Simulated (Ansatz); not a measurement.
**MoC+ (quartet): one geometry, many settings**

Aim: run MoC+ (quartet) at one geometry under a spread of methods and options, and see what each costs and gives.

Program: Ansatz 0.2.0, Gaussian basis. Level of theory: the settings change from run to run. These are calculated values, not measurements.

18 further runs of the same task are left out: 4 for a known fault of the program, 1 for a mislabelled method, 6 that didn't finish, 7 set aside as unsound or not needed.

## Step 1: The system

The geometry is a PBE0/def2-TZVP stationary point (not a proven minimum) of the parent state, kept for this charge and spin. No spin-orbit coupling is included. Elements past krypton take def2 core potentials.

2 atoms, charge 1, spin multiplicity 4.

Atoms are counted from 1 here; the program's logs count them from 0.

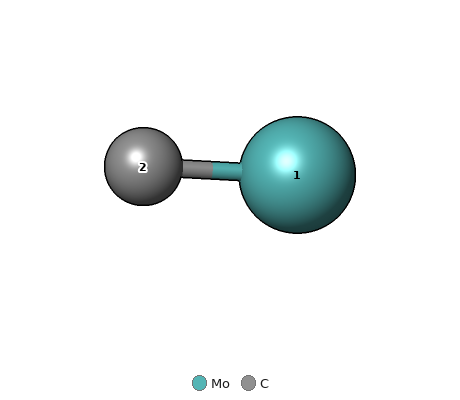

The structure; molybdenum teal, carbon grey; atoms are numbered from 1 in the order of the file.

## Step 2: BCCD(T) on ROHF/def2-SVP

File in.yaml:

```yaml
crystal:
  periodic: [false, false, false]
  atoms:
    - {symbol: Mo, position_ang: [0.000000, 0.000000, 0.000000]}
    - {symbol: C, position_ang: [0.000000, 0.000000, 1.653600]}
basis:
  gaussian: {orbitals: def2-SVP, point_charges: [{charge: -0.50, position_ang: [4.815, 0.849, 0.772]}]}
total_charge: 1
magnetization: {spin_polarized: false, initial_magnetization: 3}
correlation: {method: bccd_t, electrons: valence}
```

Started as:

```sh
$ ansatz run in.yaml --threads 1 --pin off --events-out ev --progress --plain --max-ram 2393MiB
```

Output (excerpt; [...] marks lines left out):

```text
Functional definition: HF
  name "HF"
  cite "Fock, Z. Phys. 61, 126 (1930) doi:10.1007/BF01340294"
  parent pbe
[...]
473 factors; integrals over basis functions are off by at most 1.4e-3 eV
[...]
mean field -2856.24312894 eV, -104.9649989572 hartree, gradient 3.6e-6 eV, S^2 3.750000; 25 other end points of the search recorded, 0 dependent functions left out
[...]
determinant -2856.24312894 eV, -104.9649989572 hartree, with singles and doubles -2867.16049602 eV, -105.3662047975 hartree
determinant -2855.89352807 eV, -104.9521513623 hartree, with singles and doubles -2866.51646569 eV, -105.3425371194 hartree
determinant -2855.87288266 eV, -104.9513926576 hartree, with singles and doubles -2866.49232114 eV, -105.3416498235 hartree
determinant -2855.01887336 eV, -104.9200083947 hartree, with singles and doubles -2865.82864718 eV, -105.3172602553 hartree
determinant -2855.01846890 eV, -104.9199935311 hartree, with singles and doubles -2865.82747019 eV, -105.3172170018 hartree
determinant -2854.13540065 eV, -104.8875413715 hartree, with singles and doubles -2864.73592822 eV, -105.2771035743 hartree
determinant -2854.10519289 eV, -104.8864312566 hartree, with singles and doubles -2864.70989680 eV, -105.2761469374 hartree
determinant -2853.58069832 eV, -104.8671564370 hartree, with singles and doubles -2863.85594805 eV, -105.2447648996 hartree
determinant -2853.57783606 eV, -104.8670512506 hartree, with singles and doubles -2863.85895731 eV, -105.2448754879 hartree
determinant -2853.49282195 eV, -104.8639270398 hartree, with singles and doubles -2863.58782944 eV, -105.2349117225 hartree
determinant -2853.49235581 eV, -104.8639099094 hartree, with singles and doubles -2863.58761210 eV, -105.2349037352 hartree
determinant -2853.36790285 eV, -104.8593363475 hartree, with singles and doubles -2863.51105628 eV, -105.2320903609 hartree
determinant -2853.17997539 eV, -104.8524301409 hartree, with singles and doubles -2862.97090861 eV, -105.2122403002 hartree
determinant -2853.17724737 eV, -104.8523298880 hartree, with singles and doubles -2862.97147863 eV, -105.2122612479 hartree
unrestricted determinant -2857.15359771 eV, -104.9984580677 hartree, S^2 4.5070
1 core orbitals not correlated: weight in the atoms' cores, before any rotation towards them, 1.000 or more for the frozen orbitals, at most 0.000 for the correlated occupied ones
reference -2856.24312894 eV, -104.9649989572 hartree; 10, 7 occupied and 34, 37 virtual orbitals, 473 factors
second order -11.45572078 eV of doubles, -0.18697924 eV of singles
cycle   1  -10.86114078 eV  change    5.6e-2 eV  update   1.1e-2
[...]
cycle  17  -10.88971390 eV  change    4.9e-6 eV  update   1.3e-5
perturbative correction -0.61086550 eV, -0.0224488930 hartree
Total energy: -2867.74370833 eV, -105.3876374546 hartree
```

Run time: 13 s. Hardware: 1 thread of Intel Xeon Platinum 8488C, shared host.

From the report: correlation -11.5006 eV; largest double amplitude 0.07.

## Step 3: CCSD(T) on ROHF/def2-SVP

File in.yaml:

```yaml
crystal:
  periodic: [false, false, false]
  atoms:
    - {symbol: Mo, position_ang: [0.000000, 0.000000, 0.000000]}
    - {symbol: C, position_ang: [0.000000, 0.000000, 1.653600]}
basis:
  gaussian: {orbitals: def2-SVP}
total_charge: 1
magnetization: {spin_polarized: false, initial_magnetization: 3}
correlation: {method: ccsd_t, electrons: all}
output: {forces: true}
```

Same command.

Output (excerpt; [...] marks lines left out):

```text
Functional definition: HF
  name "HF"
  cite "Fock, Z. Phys. 61, 126 (1930) doi:10.1007/BF01340294"
  parent pbe
[...]
473 factors; integrals over basis functions are off by at most 1.4e-3 eV
[...]
mean field -2854.80648096 eV, -104.9122031181 hartree, gradient 2.1e-6 eV, S^2 3.750000; 18 other end points of the search recorded, 0 dependent functions left out
[...]
determinant -2854.80648096 eV, -104.9122031181 hartree, with singles and doubles -2865.77264993 eV, -105.3152023945 hartree
determinant -2854.43320396 eV, -104.8984854413 hartree, with singles and doubles -2865.10149457 eV, -105.2905378901 hartree
determinant -2853.57081609 eV, -104.8667932717 hartree, with singles and doubles -2864.42437950 eV, -105.2656543700 hartree
determinant -2852.64359257 eV, -104.8327184356 hartree, with singles and doubles -2863.29915903 eV, -105.2243032805 hartree
[...]
determinant -2851.82341365 eV, -104.8025774162 hartree, with singles and doubles -2861.99475447 eV, -105.1763672972 hartree
determinant -2851.74119347 eV, -104.7995558805 hartree, with singles and doubles -2861.56872534 eV, -105.1607110154 hartree
unrestricted determinant -2855.71254726 eV, -104.9455004404 hartree, S^2 4.5017
reference -2854.80648096 eV, -104.9122031181 hartree; 11, 8 occupied and 34, 37 virtual orbitals, 473 factors
second order -11.51689689 eV of doubles, -0.18781824 eV of singles
cycle   1  -10.96449715 eV  change    1.7e-3 eV  update   2.3e-3
[...]
cycle  13  -10.96640023 eV  change   -1.1e-7 eV  update   1.1e-7
perturbative correction -0.58278163 eV, -0.0214168298 hartree
[...]
Total energy: -2866.35566282 eV, -105.3366277231 hartree
Atom 0 at     0.000000     0.000000     0.000000 Å, force    -0.000000    -0.000000    -2.818055 eV/Å
Atom 1 at     0.000000     0.000000     1.653600 Å, force     0.000000     0.000000     2.818055 eV/Å
Dipole moment:    -0.000000     0.000000    -0.623814 e Å
```

Run time: 17 s. Hardware: 1 thread of Intel Xeon Platinum 8488C, shared host.

From the report: correlation -11.5492 eV; T1 0.025; largest double amplitude 0.07.

## Step 4: CCSD(T) on ROHF/def2-SVPD

Edit in.yaml of step 3 so:

```diff
@@ -6,6 +6,6 @@
 basis:
-  gaussian: {orbitals: def2-SVP}
+  gaussian: {orbitals: def2-SVPD}
 total_charge: 1
 magnetization: {spin_polarized: false, initial_magnetization: 3}
-correlation: {method: ccsd_t, electrons: all}
+correlation: {method: ccsd_t, electrons: all, diis_vectors: 4}
 output: {forces: true}
```

Same command.

Output (excerpt; [...] marks lines left out):

```text
Functional definition: HF
  name "HF"
  cite "Fock, Z. Phys. 61, 126 (1930) doi:10.1007/BF01340294"
  parent pbe
[...]
531 factors; integrals over basis functions are off by at most 1.0e-3 eV
[...]
mean field -2854.85197279 eV, -104.9138749119 hartree, gradient 3.3e-6 eV, S^2 3.750000; 18 other end points of the search recorded, 0 dependent functions left out
[...]
determinant -2854.85197279 eV, -104.9138749119 hartree, with singles and doubles -2866.06961715 eV, -105.3261157386 hartree
determinant -2854.49587708 eV, -104.9007886359 hartree, with singles and doubles -2865.40447826 eV, -105.3016723351 hartree
determinant -2853.62580242 eV, -104.8688139820 hartree, with singles and doubles -2864.74636823 eV, -105.2774872376 hartree
determinant -2852.71131252 eV, -104.8352070978 hartree, with singles and doubles -2863.62376239 eV, -105.2362322338 hartree
[...]
determinant -2851.88048004 eV, -104.8046745673 hartree, with singles and doubles -2862.31458998 eV, -105.1881210351 hartree
determinant -2851.82995665 eV, -104.8028178669 hartree, with singles and doubles -2861.88740360 eV, -105.1724222252 hartree
unrestricted determinant -2855.78143286 eV, -104.9480319395 hartree, S^2 4.5128
reference -2854.85197279 eV, -104.9138749119 hartree; 11, 8 occupied and 43, 46 virtual orbitals, 531 factors
second order -11.79476639 eV of doubles, -0.18914217 eV of singles
cycle   1  -11.21601716 eV  change    1.6e-3 eV  update   2.3e-3
[...]
cycle  15  -11.21797176 eV  change   -8.3e-8 eV  update   1.7e-7
perturbative correction -0.60684276 eV, -0.0223010601 hartree
[...]
Total energy: -2866.67678731 eV, -105.3484288304 hartree
Atom 0 at     0.000000     0.000000     0.000000 Å, force     0.000000    -0.000000    -2.905154 eV/Å
Atom 1 at     0.000000     0.000000     1.653600 Å, force     0.000000     0.000000     2.905154 eV/Å
Dipole moment:    -0.000000    -0.000000    -0.620470 e Å
```

It took 28 s on 1 thread of Intel Xeon Platinum 8488C, shared host; peak memory 0.31 GiB.

From the report: correlation -11.8248 eV; T1 0.025; largest double amplitude 0.05.

## Step 5: All runs side by side

| level | correlated | functions | energy (eV) | time |
| --- | --- | --- | --- | --- |
| BCCD(T) on ROHF/def2-SVP (beside a point charge) | valence | 45 | -2867.7437 | 13 s |
| CCSD(T) on ROHF/def2-SVP | all | 45 | -2866.3557 | 17 s |
| CCSD(T) on ROHF/def2-SVPD | all | 54 | -2866.6768 | 28 s |

## Step 6: Summary of results

| quantity | value |
| --- | --- |
| runs | 3 |
| quickest | BCCD(T) on ROHF/def2-SVP (beside a point charge), 13 s |
| slowest | CCSD(T) on ROHF/def2-SVPD, 28 s |

Total energies in different bases, with other cores or another treatment of relativity can't be set against each other. CCSD(T) on ROHF/def2-SVPD took 2 times as long as BCCD(T) on ROHF/def2-SVP (beside a point charge); the jobs differ in more than the method.
